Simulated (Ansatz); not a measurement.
## Functionals, potentials and the resistivity of Lu (P6_3/mmc)

Aim: compare λ and ρ(T) of Lu (P6_3/mmc) across functionals, potentials and cells. The first relaxation steps of the session are not shown, so no cell shown is the starting entry, unless a step says so.

Method: DFT PBE, scalar-relativistic, plane waves, PAW, in the first sound run; inputs show where later runs differ, in Ansatz 0.2.0.

Experimental background.

For Lu (bulk crystal), “CRC Handbook of Chemistry and Physics, 84th edition, Electrical Resistivity of Pure Metals” (2003, CRC Press, section 12, read from Wikipedia's data page) quotes earlier work: resistivity at 295 K 58.2 μΩ cm.

Report form: the programs' logs are mostly left out.

### 1. The cell after earlier relaxation steps

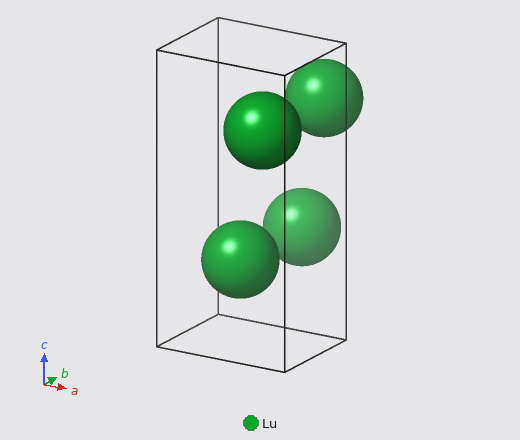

The cell as given, slightly off an axis (lutetium green). 1×2×1 cells are drawn.

### 2. Tight relaxation

Residual forces and stress shift phonon frequencies, so the cell is relaxed again, with tight thresholds and the mesh and smearing of this input. Earlier relaxation steps are not shown.

The input, input.yaml:

```yaml
crystal:
  lattice:
    - [3.5047618326, 0.0, 0.0]
    - [-1.7523809163, 3.0352127812, 0.0]
    - [0.0, 0.0, 5.4630268267]
  atoms:
    - { symbol: Lu, position: [0.3333333333, 0.6666666667, 0.25] }
    - { symbol: Lu, position: [0.6666666667, 0.3333333333, 0.75] }
kpoints:
  mp_grid: { grid: [9, 9, 6] }
hamiltonian:
  xc: pbe
scf:
  occupations: { method: methfessel_paxton, width: 0.2 }
output:
  forces: true
  stress: true
  eigenvalues: true
relax:
  adjacent_minimum: "off"
  f_tol: 0.001
  max_steps: 60
  cell: { stress_tol: 0.01 }
```

On the command line:

```
$ ansatz run input.yaml --threads 4 --pin off --max-ram 10240MiB --backend cpu --events-out ev --progress --plain --runs-dir out
```

The job ended after 3.3 s (4 threads of Arm Neoverse V2, shared host; peak memory 0.4 GiB).

Little changed from the start: no atom moved by 0.005 Å and no cell edge by 0.1 %.

This step gave:

- pressure: 0.006888 GPa
- volume per atom: 29.06 Å³
- metallic on mesh: yes
- gap on the k-mesh: 0 eV

The largest force is now zero by symmetry and the largest stress component 0.0070 GPa.

### 3. Tight relaxation (LDA, PAW)

The cell is relaxed at this level, with tight thresholds.

This step: DFT LDA, scalar-relativistic, plane waves, PAW (Ansatz 0.2.0).

input.yaml, as its differences from that of step 2:

```diff
@@ -11,3 +11,3 @@
 hamiltonian:
-  xc: pbe
+  xc: lda
 scf:
```

Total energies of two functionals don't compare.

Elapsed: 9.7 s, on 4 threads; peak memory 0.4 GiB; 36 s of CPU time.

The steps of the relaxation:

| step | energy less that of the first step (eV) | largest force component (eV/Å) | pressure (GPa) | volume (Å³) |
| --- | --- | --- | --- | --- |
| 1 | 0.0000 | 0.0000 | -5.14 | 58.11 |
| 2 | -0.1064 | 0.0000 | 0.99 | 51.11 |
| 3 | -0.1089 | 0.0000 | -0.13 | 52.11 |
| 4 | -0.1090 | 0.0000 | -0.01 | 51.99 |
| 5 | -0.1090 | 0.0000 | 0.00 | 51.98 |
| 6 | -0.1079 | 0.0000 | -0.02 | 51.98 |
| 7 | -0.1079 | 0.0000 | 0.00 | 51.97 |
| 8 | -0.1079 | 0.0000 | 0.00 | 51.97 |

The log counts 2 steps on a newly chosen plane-wave basis, not all of them marked here; energy and pressure can jump at such steps.

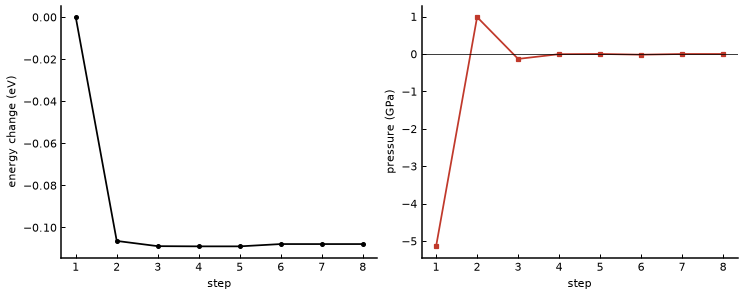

Energy and pressure along the relaxation.

| conventional cell, symmetrised | before | after | change |
| --- | --- | --- | --- |
| a (Å) | 3.505 | 3.387 | -3.4 % |
| b (Å) | 3.505 | 3.387 | -3.4 % |
| c (Å) | 5.463 | 5.231 | -4.3 % |
| volume (Å³/atom) | 29.06 | 25.98 | -10.6 % |

The relaxed structure:

```xyz
2
Lattice="3.3870 0.0000 0.0000 -1.6935 2.9332 0.0000 0.0000 0.0000 5.2307" Properties=species:S:1:pos:R:3 pbc="T T T"
Lu    0.0000    1.9555    1.3077
Lu    1.6935    0.9777    3.9230
```

This step gave:

```yaml
pressure: -1.46e-4 GPa
volume_per_atom: 25.98 Å³
```

The largest force is now zero by symmetry and the largest stress component 7.1e-4 GPa, small enough for phonons.

### 4. Coupling and resistivity: LDA at its own relaxed cell

The functional sets the lattice constant, the bands and the force constants.

The input, input.yaml:

```yaml
crystal:
  lattice:
    - [3.3870134772, 0.0, 0.0]
    - [-1.6935067386, 2.9332397142, 0.0]
    - [0.0, 0.0, 5.230662807]
  atoms:
    - { symbol: Lu, position: [0.3333333333, 0.6666666667, 0.25] }
    - { symbol: Lu, position: [0.6666666667, 0.3333333333, 0.75] }
kpoints:
  mp_grid: { grid: [9, 9, 4] }
hamiltonian:
  xc: lda
scf:
  occupations: { method: methfessel_paxton, width: 0.2 }
output:
  eigenvalues: true
phonons:
  method: dfpt
  qmesh: [3, 3, 2]
  temperatures: { t_max: 1000, t_step: 50 }
  qpath:
    path:
      - [[0.0, 0.0, 0.0], [0.5, 0.0, 0.0], [0.33333333, 0.33333333, 0.0], [0.0, 0.0, 0.0], [0.0, 0.0, 0.5], [0.5, 0.0, 0.5], [0.33333333, 0.33333333, 0.5], [0.0, 0.0, 0.5]]
      - [[0.5, 0.0, 0.5], [0.5, 0.0, 0.0]]
      - [[0.33333333, 0.33333333, 0.5], [0.33333333, 0.33333333, 0.0]]
    npoints: 10
  electrical_resistivity:
    mesh: [12, 12, 8]
    temperatures: [20.0, 50.0, 80.0, 100.0, 150.0, 200.0, 273.0, 300.0, 400.0, 500.0, 600.0, 800.0]
  superconductivity: { mesh: [12, 12, 8], eliashberg_equations: false }
```

The job ended after 4.6 min (4 threads; peak memory 4.9 GiB; 18 min of CPU time).

This step gave:

```yaml
zero_point_energy: 0.03203 eV/cell
share_of_imaginary_modes_in_the_plain_interpolation_between_solved_wavevectors: 0
highest_frequency_solved_or_plainly_interpolated: 132.8 cm⁻¹
debye_temperature_second_moment: 166 K
resistivity_at_300_k: 42.96 μΩ cm, mean of the axes
coupling_constant_lambda: 0.6443
density_of_states_at_the_fermi_level: 1.417 states/eV a spin and cell
log_mean_phonon_energy_omega_log: 9.073 meV
transport_coupling_constant_lambda_tr: 0.7155, 0.7155, 0.7261 (xx, yy, zz)
drude_plasma_energy: 4.057, 4.057, 5.559 eV (xx, yy, zz)
resistivity_times_mean_free_path: 12.31, 12.31, 6.133 × 10⁻¹⁶ Ω m² (xx, yy, zz)
second_moment_phonon_energy_omega: 9.803 meV
coupling_lambda_by_branch: 0.162, 0.137, 0.108, 0.091, 0.0836, 0.0619 (branches by rank of frequency)
```

Solved on the 3×3×2 mesh alone; all other wavevectors are interpolated. The phonon branches at the labelled points (cm⁻¹):

| point | branch 1 | branch 2 | branch 3 | branch 4 | branch 5 | branch 6 |
| --- | --- | --- | --- | --- | --- | --- |
| Γ | 0 | 0 | 0 | 80 | 80 | 133 |
| M | 66 | 73 | 106 | 108 | 112 | 120 |
| K | 94 | 94 | 95 | 95 | 102 | 118 |
| Γ | 0 | 0 | 0 | 80 | 80 | 133 |
| A | 54 | 54 | 54 | 54 | 88 | 88 |
| L | 69 | 69 | 79 | 79 | 116 | 116 |
| H | 54 | 54 | 101 | 101 | 109 | 109 |
| A | 54 | 54 | 54 | 54 | 88 | 88 |
| jump to L | 69 | 69 | 79 | 79 | 116 | 116 |
| M | 66 | 73 | 106 | 108 | 112 | 120 |
| jump to H | 54 | 54 | 101 | 101 | 109 | 109 |
| K | 94 | 94 | 95 | 95 | 102 | 118 |

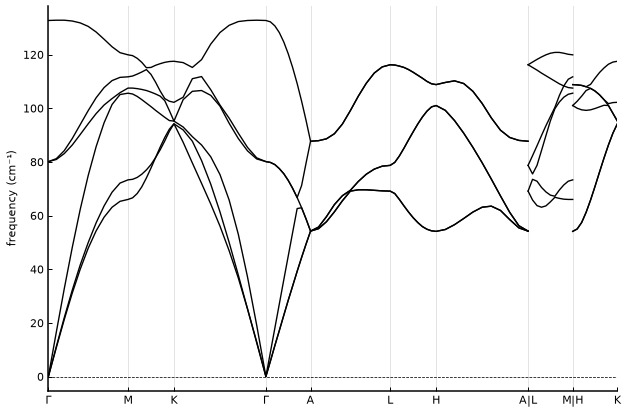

Phonon branches along the path.

The Eliashberg function α²F has structure finer than the step of the table below, so its rows give means over 1 meV, whole bins alone (the curve runs from 0.063 to 16.2 meV). Peaks (meV: height): α²F 6.8: 0.534, 10.2: 0.414, 13.1: 0.569; α²F tr 6.8: 0.662, 10.2: 0.470, 13.1: 0.682.

Eliashberg function α²F against phonon energy; means over each step:

| phonon energy (meV) | α²F | α²F tr |
| --- | --- | --- |
| 1 | 5.9e-5 | 1.1e-5 |
| 2 | 9.6e-4 | 3.1e-4 |
| 3 | 0.00445 | 0.00199 |
| 4 | 0.0115 | 0.00701 |
| 5 | 0.0267 | 0.0192 |
| 6 | 0.0862 | 0.0801 |
| 7 | 0.480 | 0.583 |
| 8 | 0.386 | 0.457 |
| 9 | 0.285 | 0.292 |
| 10 | 0.375 | 0.408 |
| 11 | 0.348 | 0.382 |
| 12 | 0.301 | 0.331 |
| 13 | 0.399 | 0.466 |
| 14 | 0.279 | 0.332 |
| 15 | 0.0554 | 0.0561 |

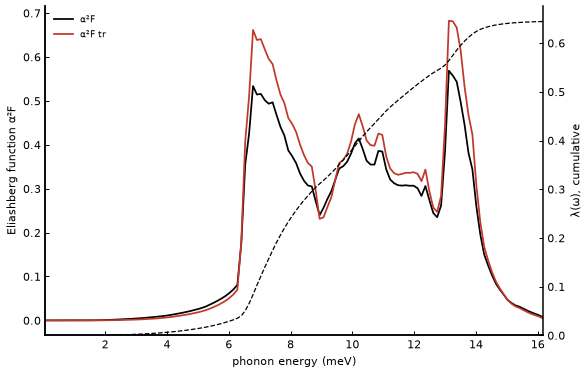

Eliashberg function α²F, plotted against phonon energy. The dashed line is the running λ.

Phonon-limited, linearised Boltzmann equation on a 12x12x8 mesh. The resistivity by temperature; values in μΩ cm:

| temperature (K) | along x | along z |
| --- | --- | --- |
| 20 | 0.360 | 0.184 |
| 50 | 5.32 | 2.90 |
| 80 | 11.4 | 6.15 |
| 100 | 15.2 | 8.21 |
| 150 | 24.3 | 13.2 |
| 200 | 33.1 | 18 |
| 273 | 45.9 | 25.0 |
| 300 | 50.6 | 27.6 |
| 400 | 68.3 | 37.2 |
| 500 | 86.2 | 46.9 |
| 600 | 104 | 56.6 |
| 800 | 142 | 76.4 |

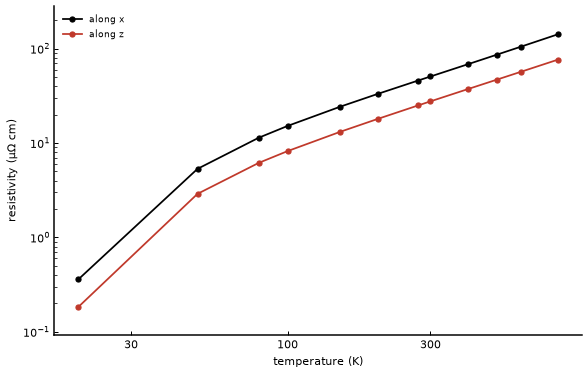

Resistivity, plotted against temperature.

Resistivity, by row:

| T (K) | ρ_xx (μΩ cm) | ρ_yy | ρ_zz | ρ by Ziman's lowest order, mean | ρ by relaxation times, mean | within 2 % of the coarser mesh |
| --- | --- | --- | --- | --- | --- | --- |
| 20 | 0.3596 | 0.3596 | 0.1836 | 0.4965 | 0.3117 | no |
| 50 | 5.324 | 5.324 | 2.895 | 5 | 4.287 | no |
| 80 | 11.36 | 11.36 | 6.151 | 10.08 | 9.063 | no |
| 100 | 15.17 | 15.17 | 8.212 | 13.35 | 12.09 | no |
| 150 | 24.28 | 24.28 | 13.16 | 21.26 | 19.36 | no |
| 200 | 33.13 | 33.13 | 18 | 29.01 | 26.43 | no |
| 273 | 45.91 | 45.91 | 25.03 | 40.25 | 36.66 | no |
| 300 | 50.64 | 50.64 | 27.62 | 44.42 | 40.44 | no |
| 400 | 68.27 | 68.27 | 37.24 | 60.01 | 54.56 | no |
| 500 | 86.23 | 86.23 | 46.91 | 75.94 | 68.92 | no |
| 600 | 104.5 | 104.5 | 56.65 | 92.25 | 83.52 | no |
| 800 | 141.8 | 141.8 | 76.42 | 125.8 | 113.3 | no |

Some points of the scattering mesh along the symmetry lines, up to three branches each (those of largest λ), at most 39 rows; the frequencies are those of the scattering step, which can differ from the solved and plainly interpolated ones; single rows converge slowly. Mode couplings:

| q1 | q2 | q3 | branch | ħω (meV) | λ_q | half width (meV) |
| --- | --- | --- | --- | --- | --- | --- |
| 0.3333 | 0 | 0 | 1 | 6.9 | 0.0934 | 0.0198 |
| 0.3333 | 0 | 0 | 3 | 10.9 | 0.106 | 0.0563 |
| 0.3333 | 0 | 0 | 5 | 12.43 | 0.132 | 0.0911 |
| 0.3333 | 0.3333 | 0 | 1 | 10.76 | 0.184 | 0.0951 |
| 0.3333 | 0.3333 | 0 | 2 | 10.76 | 0.184 | 0.0951 |
| 0.3333 | 0.3333 | 0 | 6 | 13.81 | 0.133 | 0.113 |
| 0 | 0 | 0.125 | 3 | 3.07 | 0.0969 | 0.00405 |
| 0 | 0 | 0.125 | 4 | 8.73 | 0.0954 | 0.0324 |
| 0 | 0 | 0.125 | 5 | 8.73 | 0.0954 | 0.0324 |
| 0.0833 | 0 | 0.5 | 3 | 6.74 | 0.0753 | 0.0152 |
| 0.0833 | 0 | 0.5 | 4 | 6.74 | 0.0753 | 0.0152 |
| 0.0833 | 0 | 0.5 | 5 | 11.33 | 0.073 | 0.0417 |
| 0.4167 | 0 | 0.5 | 1 | 8.44 | 0.189 | 0.0601 |
| 0.4167 | 0 | 0.5 | 2 | 8.44 | 0.189 | 0.0601 |
| 0.4167 | 0 | 0.5 | 3 | 9.53 | 0.103 | 0.0417 |
| 0.25 | 0.25 | 0.5 | 1 | 6.62 | 0.317 | 0.0617 |
| 0.25 | 0.25 | 0.5 | 2 | 6.62 | 0.317 | 0.0617 |
| 0.25 | 0.25 | 0.5 | 3 | 11.44 | 0.0843 | 0.0491 |
| 0.5 | 0 | 0.375 | 1 | 8 | 0.208 | 0.0592 |
| 0.5 | 0 | 0.375 | 3 | 9.47 | 0.169 | 0.0675 |
| 0.5 | 0 | 0.375 | 5 | 12.9 | 0.145 | 0.107 |
| 0.3333 | 0.3333 | 0.5 | 1 | 6.3 | 0.396 | 0.07 |
| 0.3333 | 0.3333 | 0.5 | 2 | 6.3 | 0.396 | 0.07 |
| 0.3333 | 0.3333 | 0.5 | 3 | 12.25 | 0.0996 | 0.0666 |
| 0.3333 | 0.3333 | 0 | 1 | 10.76 | 0.184 | 0.0951 |
| 0.3333 | 0.3333 | 0 | 2 | 10.76 | 0.184 | 0.0951 |
| 0.3333 | 0.3333 | 0 | 6 | 13.81 | 0.133 | 0.113 |

Largest shares of lambda; single rows converge slowly. Strongest modes:

| q1 | q2 | q3 | star | branch | ħω (meV) | λ_q | half width (meV) |
| --- | --- | --- | --- | --- | --- | --- | --- |
| 0.25 | 0.3333 | 0.375 | 24 | 1 | 6.471 | 0.3445 | 0.06423 |
| 0.1667 | 0.3333 | 0.375 | 24 | 1 | 6.637 | 0.2983 | 0.05849 |
| 0.25 | 0.3333 | 0.375 | 24 | 2 | 7.101 | 0.2897 | 0.06502 |
| 0.1667 | 0.3333 | 0.25 | 24 | 1 | 6.849 | 0.2628 | 0.05487 |
| 0.25 | 0.3333 | 0.25 | 24 | 1 | 7.286 | 0.2624 | 0.06201 |
| 0.08333 | 0.4167 | 0.375 | 24 | 1 | 7.266 | 0.248 | 0.05828 |
| 0.1667 | 0.3333 | 0.375 | 24 | 2 | 7.728 | 0.2389 | 0.06352 |
| 0.08333 | 0.4167 | 0.25 | 24 | 1 | 7.076 | 0.2387 | 0.05322 |

300 K. Table of cumulative share of the conductivity by mean free path:

| mean free path (nm) | along x | along z |
| --- | --- | --- |
| 0.891 | 0.00317 | 0.00372 |
| 1 | 0.00565 | 0.00385 |
| 1.12 | 0.00679 | 0.00496 |
| 1.26 | 0.0104 | 0.00884 |
| 1.41 | 0.0297 | 0.0375 |
| 1.58 | 0.0695 | 0.0638 |
| 1.78 | 0.196 | 0.145 |
| 2.00 | 0.249 | 0.294 |
| 2.24 | 0.301 | 0.496 |
| 2.51 | 0.497 | 0.650 |
| 2.82 | 0.582 | 0.775 |
| 3.16 | 0.754 | 0.848 |
| 3.55 | 0.839 | 0.892 |
| 3.98 | 0.902 | 0.96 |

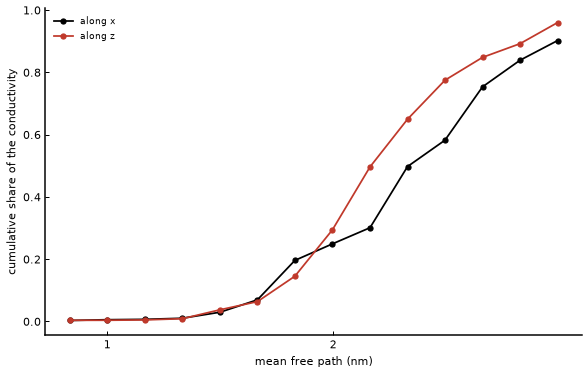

Cumulative share of the conductivity against mean free path.

Resistivity by mesh:

| mesh | T (K) | mean rho (μΩ cm) |
| --- | --- | --- |
| 12x12x8 | 20 | 0.3009 |
| 12x12x8 | 300 | 42.96 |
| 12x12x8 | 800 | 120 |
| 6x6x4 | 20 | 0.3837 |
| 6x6x4 | 300 | 57.41 |
| 6x6x4 | 800 | 151.4 |

Phonopy on the run's constants, 19x19x11 mesh, Gaussian sigma 2.0 cm⁻¹. Table of modes, Lu by wavenumber; read off at these points:

| wavenumber (cm⁻¹) | modes, Lu (1/cm⁻¹/cell) |
| --- | --- |
| -10.0 | 0 |
| 0.0 | 1.5e-4 |
| 10.0 | 6.6e-4 |
| 20.0 | 0.00231 |
| 30.0 | 0.00678 |
| 40.0 | 0.0132 |
| 50.0 | 0.0303 |
| 60.0 | 0.0796 |
| 64.9 | 0.0796 |
| 70.0 | 0.0707 |
| 80.0 | 0.0697 |
| 90.0 | 0.0814 |
| 100.0 | 0.0809 |
| 108.3 | 0.103 |
| 110.0 | 0.0991 |
| 120.0 | 0.0518 |
| 130.0 | 0.0151 |
| 140.0 | 0 |

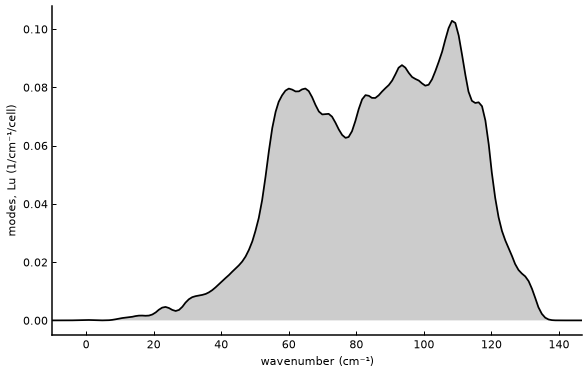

Modes, Lu, plotted against wavenumber.

Harmonic. Thermo, by row:

| T (K) | F_vib (meV/atom) | S (J/mol-atom/K) | C_V (J/mol-atom/K) |
| --- | --- | --- | --- |
| 0 | 16.01 | 0 | 0 |
| 50 | 14.5 | 9.137 | 15.32 |
| 100 | 6.14 | 22.33 | 21.84 |
| 150 | -7.96 | 31.56 | 23.48 |
| 200 | -26.16 | 38.41 | 24.11 |
| 250 | -47.52 | 43.83 | 24.4 |
| 300 | -71.42 | 48.29 | 24.56 |
| 350 | -97.46 | 52.09 | 24.66 |
| 400 | -125.3 | 55.38 | 24.73 |
| 450 | -154.8 | 58.3 | 24.77 |
| 500 | -185.7 | 60.91 | 24.8 |
| 550 | -217.9 | 63.28 | 24.83 |
| 600 | -251.2 | 65.44 | 24.85 |
| 650 | -285.7 | 67.43 | 24.86 |
| 700 | -321.1 | 69.27 | 24.87 |
| 750 | -357.4 | 70.99 | 24.88 |
| 800 | -394.6 | 72.59 | 24.89 |
| 850 | -432.7 | 74.1 | 24.89 |
| 900 | -471.4 | 75.52 | 24.9 |
| 950 | -510.9 | 76.87 | 24.9 |
| 1000 | -551.1 | 78.15 | 24.91 |

Some states were left unconverged by the eigensolver. By its own test the run is not converged in the mesh. λ = 0.644 and 43.0 μΩ cm at 300 K. The run's own test puts 43 % between its two finest meshes on the component of the resistivity at 300 K that moves most, so it is not converged.

### 5. Tight relaxation (PBEsol, PAW)

This step: DFT PBEsol, scalar-relativistic, plane waves, PAW (Ansatz 0.2.0).

The input, input.yaml:

```yaml
crystal:
  lattice:
    - [3.5047618326, 0.0, 0.0]
    - [-1.7523809163, 3.0352127812, 0.0]
    - [0.0, 0.0, 5.4630268267]
  atoms:
    - { symbol: Lu, position: [0.3333333333, 0.6666666667, 0.25] }
    - { symbol: Lu, position: [0.6666666667, 0.3333333333, 0.75] }
kpoints:
  mp_grid: { grid: [9, 9, 6] }
hamiltonian:
  xc: pbesol
scf:
  occupations: { method: methfessel_paxton, width: 0.2 }
output:
  forces: true
  stress: true
  eigenvalues: true
relax:
  adjacent_minimum: "off"
  f_tol: 0.001
  max_steps: 60
  cell: { stress_tol: 0.01 }
```

Run time: 9 s. Hardware: 4 threads; peak memory 0.4 GiB.

The steps of the relaxation:

| step | energy less that of the first step (eV) | largest force component (eV/Å) | pressure (GPa) | volume (Å³) |
| --- | --- | --- | --- | --- |
| 1 | 0.0000 | 0.0000 | -2.59 | 58.11 |
| 2 | -0.0274 | 0.0000 | 0.39 | 54.51 |
| 3 | -0.0279 | 0.0000 | -0.03 | 54.95 |
| 4 | -0.0279 | 0.0000 | 0.00 | 54.92 |
| 5 | -0.0271 | 0.0000 | -0.01 | 54.92 |
| 6 | -0.0271 | 0.0000 | 0.00 | 54.91 |
| 7 | -0.0271 | 0.0000 | 0.00 | 54.91 |

The log counts 2 steps on a newly chosen plane-wave basis, not all of them marked here; energy and pressure can jump at such steps.

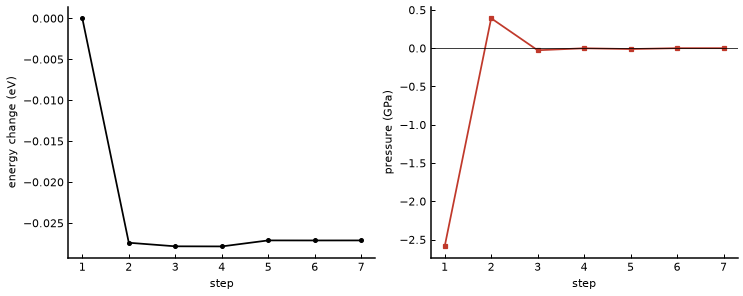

Energy and pressure along the relaxation.

| conventional cell, symmetrised | before | after | change |
| --- | --- | --- | --- |
| a (Å) | 3.505 | 3.444 | -1.7 % |
| b (Å) | 3.505 | 3.444 | -1.7 % |
| c (Å) | 5.463 | 5.345 | -2.2 % |
| volume (Å³/atom) | 29.06 | 27.45 | -5.5 % |

The relaxed structure:

```
Lu
1.0
     3.44428    0.00000    0.00000
    -1.72214    2.98284    0.00000
     0.00000    0.00000    5.34463
Lu
2
Cartesian
  0.0000 1.9886 1.3362
  1.7221 0.9943 4.0085
```

Numbers from this step:

| Quantity | Value |
| --- | --- |
| pressure | -1.63e-4 GPa |
| volume per atom | 27.45 Å³ |

The largest force is now zero by symmetry and the largest stress component 2.2e-4 GPa, small enough for phonons.

[end of part 1 of 2]

[Logs are printed without paths, hosts, clocks, repeated set-up lines and the standing remarks that a program may print on its own settings, such as how far it seeks lower states.]

[Hosts, paths, dates, database ids (printed as entryN), source tags and the programs' standing remarks are cut or masked in the printed files.]
